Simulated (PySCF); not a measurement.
# SH2: the energy surface near the minimum

How stiff is SH2 (singlet) against rigid distortions? The scans start from its PBE0 minimum.

Program: PySCF 2.14.0. Level of theory: PBE0, basis S def2-TZVP, H def2-TZVP, no relativity, density fitting. These are calculated values, not measurements.

### Step 1. Where the work starts

3 atoms, charge 0, spin multiplicity 1.

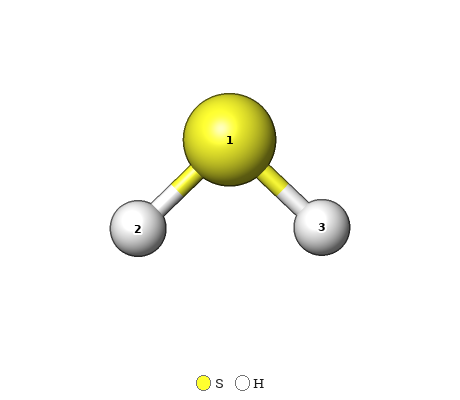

The starting geometry (sulfur yellow, hydrogen white); atoms are numbered from 1 in the order of the file.

Coordinates in bohr (charge 0 multiplicity 1):
```
S     0.0000    0.0000   -0.1041
H     1.8283    0.0000    1.6515
H    -1.8283    0.0000    1.6515
```

### Step 2. Real-space pictures of the lowest minimum

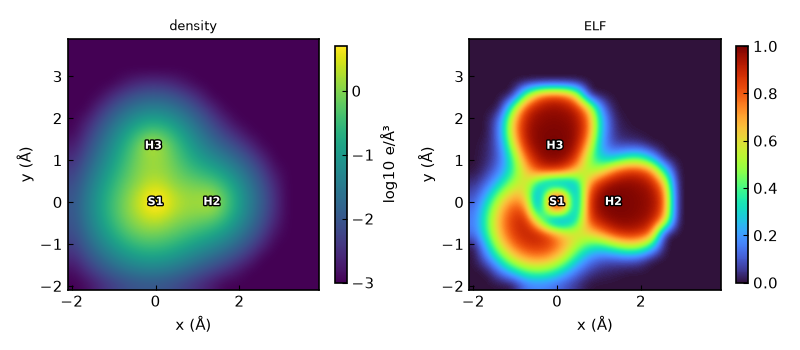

The plane holds S1 at (0.00, 0.00), H2 at (1.34, 0.00), H3 at (-0.05, 1.34) Å. ELF is set to 0 where the density is under 0.005 e/Å³; an orbital's overall sign is arbitrary.

Orbitals, density, ELF and potential are computed afterwards from the orbital file.

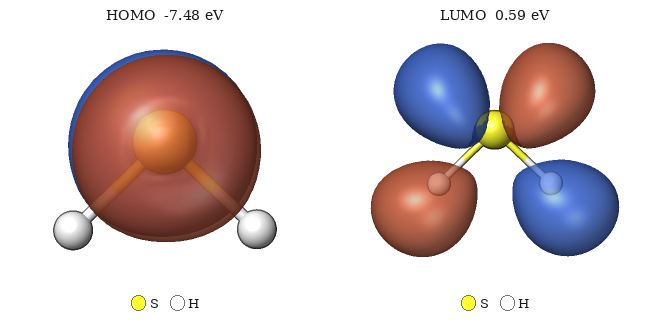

Frontier orbitals at PBE0; each surface holds 70 % of the orbital's density, blue and red mark the sign.

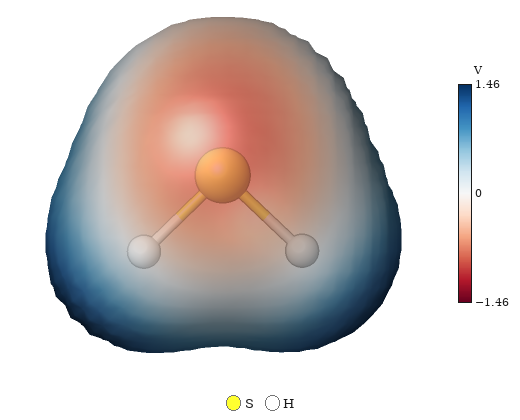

The potential that a unit positive charge feels on the 0.002 e/bohr³ surface, from the 1st to the 99th percentile, from -0.89 V near S1 to 1.46 V near H2.

Making the fields took under 0.5 s on 2 threads of Arm Neoverse V1, shared host.

### Step 3. Breathing scan

One driver script runs all scans and calls PySCF for each point, on a (75, 302) grid.

Launch:

```console
> OMP_NUM_THREADS=2 python axn.py task.json out
```

A rigid scan with PBE0: all bonds to the central atom are scaled together. Each point starts from its neighbour's orbitals, and energies count from the minimum.

| scale of all bonds to the centre | energy (kJ/mol) | dipole size (D) |
| --- | --- | --- |
| 0.88 | 89.4 | 1.14 |
| 0.92 | 35.9 | 1.15 |
| 0.96 | 8.2 | 1.16 |
| 1.00 | 0.0 | 1.16 |
| 1.04 | 6.8 | 1.16 |
| 1.08 | 24.8 | 1.16 |
| 1.14 | 66.9 | 1.15 |
| 1.22 | 140.7 | 1.12 |
| 1.35 | 279.1 | 1.07 |

The scan took 3.2 s.

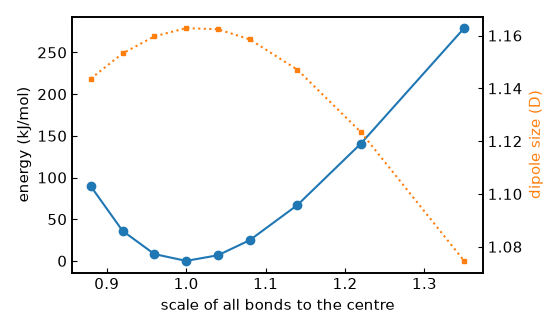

Energy (circles) and dipole moment (squares) along the scan.

### Step 4. Stretching one bond

A rigid scan with PBE0: the bond from S to the last atom (H) is scaled and the rest held.

| scale of one bond | energy (kJ/mol) | dipole size (D) |
| --- | --- | --- |
| 0.92 | 18.0 | 1.16 |
| 0.96 | 4.1 | 1.16 |
| 1.00 | 0.0 | 1.16 |
| 1.05 | 5.2 | 1.16 |
| 1.12 | 25.8 | 1.16 |
| 1.20 | 60.8 | 1.15 |
| 1.35 | 140.6 | 1.13 |
| 1.55 | 247.9 | 1.10 |
| 1.80 | 361.2 | 1.06 |
| 2.20 | 486.0 | 1.04 |

The scan took 3.5 s.

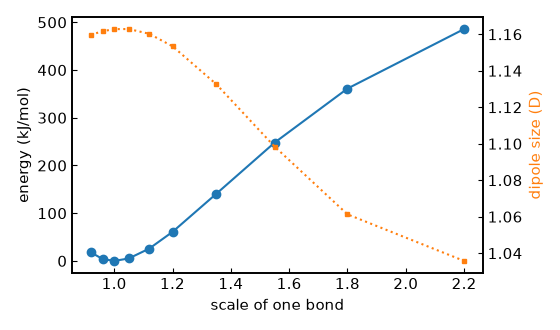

Energy (circles) and dipole moment (squares) along the scan.

A restricted determinant lies too high at long bonds, where the pair should uncouple.

### Step 5. Bending curve

A rigid scan with PBE0: the H–S–H angle changes, with bonds held.

| bond angle (°) | energy (kJ/mol) | dipole size (D) |
| --- | --- | --- |
| 80 | 10.8 | 1.16 |
| 90 | 0.4 | 1.16 |
| 100 | 4.0 | 1.17 |
| 110 | 20.9 | 1.18 |
| 120 | 49.8 | 1.18 |
| 130 | 89.3 | 1.17 |
| 140 | 137.0 | 1.12 |
| 150 | 189.3 | 1.03 |
| 160 | 239.7 | 0.83 |
| 170 | 278.2 | 0.48 |
| 180 | 292.9 | 0.00 |

The scan took 3.8 s.

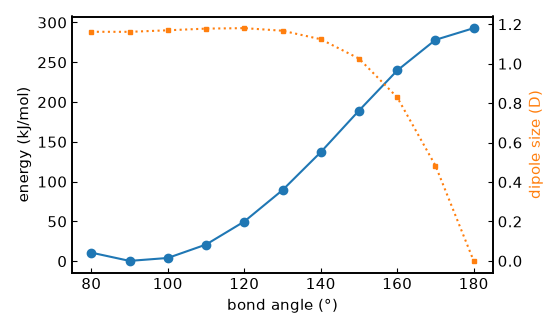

Energy (circles) and dipole moment (squares) along the scan.

### Step 6. What came out

| quantity | value |
| --- | --- |
| all bonds 4 % longer | 6.8 kJ/mol |
| one bond 20 % longer | 60.8 kJ/mol |
| linear shape, bonds held | 292.9 kJ/mol |

Shortening all bonds by 4 % costs 8.2 kJ/mol and lengthening them 6.8: the wall is steeper on the short side. Held rigid otherwise, the linear shape costs 293 kJ/mol.
